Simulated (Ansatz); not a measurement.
## Electronic structure of CHLiOSi (SMILES [Li][SiH]=C=O) in real space

```xyz
5

C     0.7343    0.4939    0.4679
Li   -1.9222    0.6637    1.0398
O     1.4664   -0.2592    0.9743
Si   -0.2138    1.8638   -0.2686
H    -0.5745    0.8623   -1.3788
```

Geometry: B3LYP-D3(BJ)/def2-SVP.

Computed with isolated molecule in a Gaussian basis; Kohn-Sham density functional theory, functional PBE0 in Ansatz.

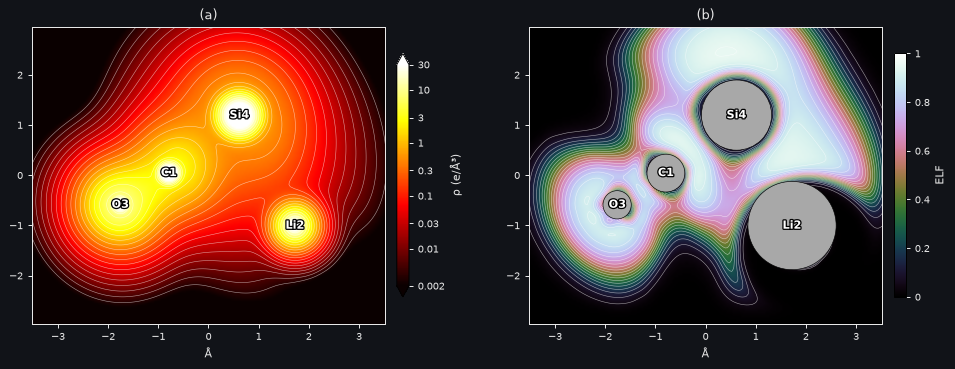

Figure 1. (a) total electron density; (b) electron localisation function on the plane of atoms C1, Si4 and Li2. Grey discs cover the atomic cores in the ELF map.

**Read the bonding off the picture.**

- The plane passes through C, Li, O and Si nuclei.
- C–O (1.17 Å): ρ is about 3.8 e/Å³ halfway; the ELF peaks at about 0.85 between the atoms (a short, multiple covalent bond).
- C–Si (1.82 Å): ρ at the midpoint is about 0.86 e/Å³; the ELF peaks at about 0.95 between the atoms, as expected for a covalent bond.
- Li–Si (2.46 Å): the density is about 0.28 e/Å³ at the midpoint; the ELF peaks at about 0.90 in the valence shell of Si, 1.2 Å from its nucleus, and is about 0.90 at the midpoint.
- The ELF also peaks beside O3, away from the bonds: lone-pair regions.

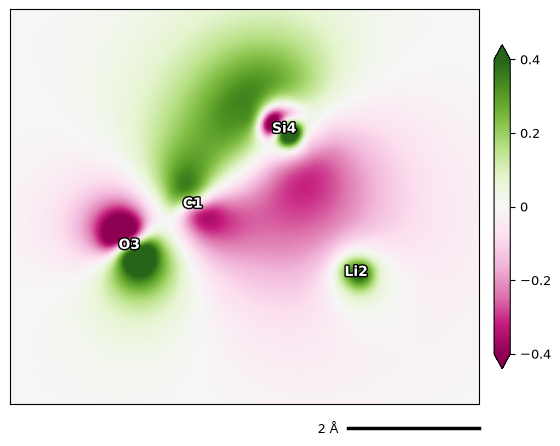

Figure 2. One frontier orbital on the plane of atoms C1, Si4 and Li2 (values in Å⁻³ᐟ²; the overall sign is arbitrary).

**Which orbital is it: HOMO or LUMO?**

The HOMO, at −5.14 eV. By Hirshfeld shares it lies mainly on Si4 (about 50 %), C1 (about 20 %), O3 (about 15 %) and Li2 (about 15 %).

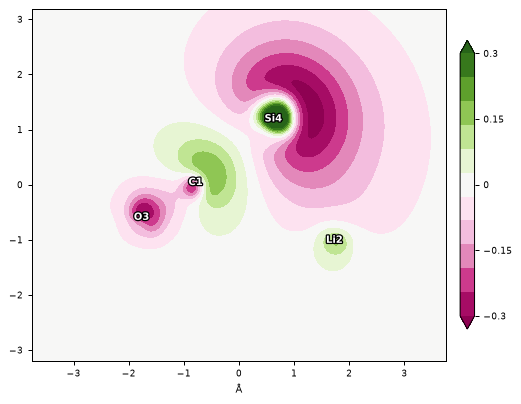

Figure 3. The HOMO−1 on the plane of atoms C1, Si4 and Li2 (values in Å⁻³ᐟ²; the overall sign is arbitrary).

**Where does this orbital lie, and at what energy?**

It lies mainly on Si4 (about 65 %), H5 (about 15 %) and C1 (about 10 %). Its energy is −6.58 eV.
